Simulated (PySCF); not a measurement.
# What a change does: excited-state calculation on SiH3Cl

System: SiH3Cl (chlorosilane), SMILES [SiH3]Cl.
Method of the first run: TDDFT wB97X-D/def2-SVPD, vertical, gas phase, core orbitals frozen in the response (PySCF 2.14.0).

The geometry comes from this level: PBE0-D3(BJ)/def2-SVP. Text and figures count atoms from 1; the logs count them from 0 in places.

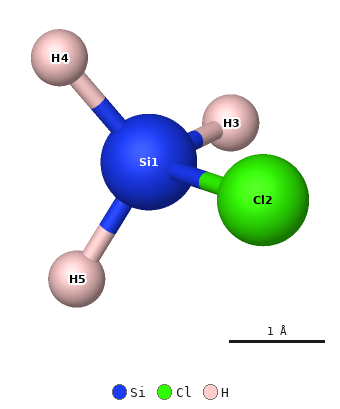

**Figure 1.** The structure as given in the input (ball-and-stick view, seen at a tilt; atoms are numbered from 1 in the order of the input). Bond lengths as drawn: Cl–Si 2.07 Å and H–Si 1.49 Å.

### The input, the first run
```
{"job": {"kind": "uv", "xc": "wB97X-D", "basis": "def2-SVPD", "ip": true}, "charge": 0, "multiplicity": 1}
Si     1.164099     0.919178    -0.417246
Cl     3.226844     0.843610    -0.295266
H      0.705614    -0.067343    -1.433819
H      0.755604     2.293649    -0.818468
H      0.591278     0.583531     0.915376
```

The first line tells a small driver script what to run in PySCF; the rest is the geometry in Å.

Launched with:
```bash
OMP_NUM_THREADS=1 python <driver script> task.json out
```

Hardware: 1 CPU thread, shared host.

### Output (the first run)
```
coarse grid: 5112 points
cycle   1  E = -751.1870401122  dE = -1.412e-01  |g| = 2.414e-01  |ddm| = 2.081e+00
cycle   2  E = -751.1992820743  dE = -1.224e-02  |g| = 1.702e-01  |ddm| = 6.054e-01
cycle   3  E = -751.2076478014  dE = -8.366e-03  |g| = 1.168e-02  |ddm| = 2.422e-01
cycle   4  E = -751.2077174473  dE = -6.965e-05  |g| = 3.213e-03  |ddm| = 6.750e-02
cycle   5  E = -751.2077216115  dE = -4.164e-06  |g| = 6.990e-04  |ddm| = 1.314e-02
final grid: 39792 points
cycle   6  E = -751.2980040044  dE = -2.496e-05  |g| = 2.778e-03  |ddm| = 4.413e-02
cycle   7  E = -751.2980053536  dE = -1.349e-06  |g| = 1.530e-03  |ddm| = 7.022e-03
cycle   8  E = -751.2980059423  dE = -5.887e-07  |g| = 2.282e-04  |ddm| = 2.231e-03
cycle   9  E = -751.2980059619  dE = -1.962e-08  |g| = 5.872e-05  |ddm| = 4.708e-04
cycle  10  E = -751.2980059633  dE = -1.423e-09  |g| = 1.158e-05  |ddm| = 1.058e-04
cycle  11  E = -751.2980059634  dE = -9.982e-11  |g| = 2.754e-06  |ddm| = 3.616e-05
converged SCF energy = -751.2980059634

Static polarisability (au): isotropic 42.160, principal 38.781 38.783 48.917

Singlet excitations
state   eV       nm        f      main configurations
  1   7.4977    165.4   0.01280   H->L 0.77, H-1->L 0.17
  2   7.4981    165.4   0.01284   H-1->L 0.77, H->L 0.17
  3   8.7007    142.5   0.01702   H->L+1 0.88
  4   8.7011    142.5   0.01700   H-1->L+1 0.88
  5   8.7891    141.1   0.00000   H-1->L+2 0.41, H->L+3 0.41
  6   9.0776    136.6   0.01080   H->L+2 0.25, H-1->L+3 0.24, H-2->L 0.20
  7   9.0779    136.6   0.01081   H->L+3 0.24, H-1->L+2 0.24, H-3->L 0.20
  8   9.2532    134.0   0.01848   H-1->L+3 0.38, H->L+2 0.38, H-4->L 0.09
  9   9.3335    132.8   0.03855   H-2->L 0.61, H-1->L+3 0.12, H->L+2 0.12
 10   9.3340    132.8   0.03861   H-3->L 0.61, H->L+3 0.12, H-1->L+2 0.12

Triplet excitations (Tamm-Dancoff, eV): 7.1329 7.1334 8.3789 8.3789
Vertical ionisation energy (delta-SCF) = 11.6772 eV
```

For the second run the input was changed thus:
```diff
-"xc": "wB97X-D"
+"xc": "CAM-B3LYP"
```

How does the second run compare with the first run?

The total energies belong to different methods, so their difference says nothing on which is more stable or more accurate. The HOMO goes from −10.96 to −10.43 eV. The LUMO goes from 1.41 to 0.61 eV. The lowest excitation goes from 7.50 to 7.42 eV. The strongest computed line goes from 9.33 to 9.26 eV. The functional changes from wB97X-D to CAM-B3LYP. The SCF takes 9 iterations against 11.

### Output (the second run)
```
coarse grid: 5112 points
cycle   1  E = -751.2151395419  dE = -1.255e-01  |g| = 2.373e-01  |ddm| = 2.112e+00
cycle   2  E = -751.2232869862  dE = -8.147e-03  |g| = 1.916e-01  |ddm| = 5.871e-01
cycle   3  E = -751.2340063500  dE = -1.072e-02  |g| = 1.142e-02  |ddm| = 2.622e-01
cycle   4  E = -751.2340562172  dE = -4.987e-05  |g| = 3.443e-03  |ddm| = 4.401e-02
cycle   5  E = -751.2340599927  dE = -3.775e-06  |g| = 7.200e-04  |ddm| = 8.060e-03
final grid: 39792 points
cycle   6  E = -751.3169701178  dE = -1.688e-06  |g| = 9.348e-04  |ddm| = 1.029e-02
cycle   7  E = -751.3169702011  dE = -8.326e-08  |g| = 7.330e-04  |ddm| = 2.191e-03
cycle   8  E = -751.3169703402  dE = -1.391e-07  |g| = 2.613e-05  |ddm| = 9.551e-04
cycle   9  E = -751.3169703404  dE = -2.557e-10  |g| = 9.085e-06  |ddm| = 6.844e-05
converged SCF energy = -751.3169703404

Static polarisability (au): isotropic 42.331, principal 38.966 38.969 49.057

Singlet excitations
state   eV       nm        f      main configurations
  1   7.4209    167.1   0.01399   H->L 0.93
  2   7.4212    167.1   0.01400   H-1->L 0.93
  3   8.4738    146.3   0.01281   H->L+1 0.91
  4   8.4743    146.3   0.01281   H-1->L+1 0.91
  5   8.7229    142.1   0.00000   H-1->L+2 0.44, H->L+3 0.44
  6   9.0146    137.5   0.01156   H->L+2 0.31, H-1->L+3 0.31, H-2->L 0.16
  7   9.0150    137.5   0.01165   H->L+3 0.31, H-1->L+2 0.31, H-3->L 0.16
  8   9.1815    135.0   0.01954   H-1->L+3 0.41, H->L+2 0.40
  9   9.2590    133.9   0.03381   H-2->L 0.64, H-1->L+3 0.10, H->L+2 0.10
 10   9.2597    133.9   0.03383   H-3->L 0.64, H->L+3 0.10, H-1->L+2 0.10

Triplet excitations (Tamm-Dancoff, eV): 7.0029 7.0033 8.0614 8.0615
Vertical ionisation energy (delta-SCF) = 11.6600 eV
```

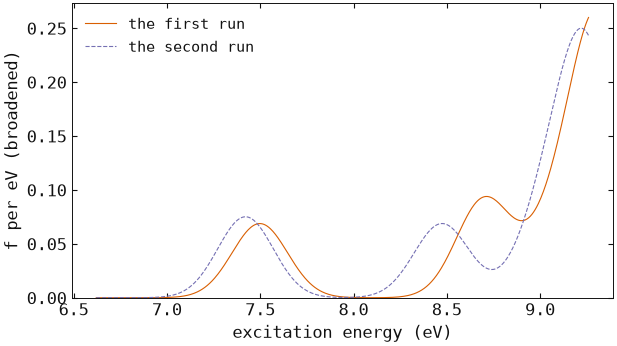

**Figure 2.** Absorption of the two runs from their computed states, each broadened by a Gaussian of 0.35 eV full width; the range ends where the shorter list of states ends.

### The two runs side by side

| quantity | the first run | the second run |
| --- | --- | --- |
| outcome | converged | converged |
| total energy (hartree) | −751.298006 | −751.316970 |
| HOMO (eV) | −10.96 | −10.43 |
| LUMO (eV) | 1.41 | 0.61 |
| dipole moment (D) | 1.44 | 1.45 |
| lowest excitation (eV) | 7.50 | 7.42 |
| SCF iterations | 11 | 9 |
| strongest computed line (eV) | 9.33 | 9.26 |
| basis functions | 75 | 75 |
| wall time (shared host) | 9.2 s | 9.7 s |
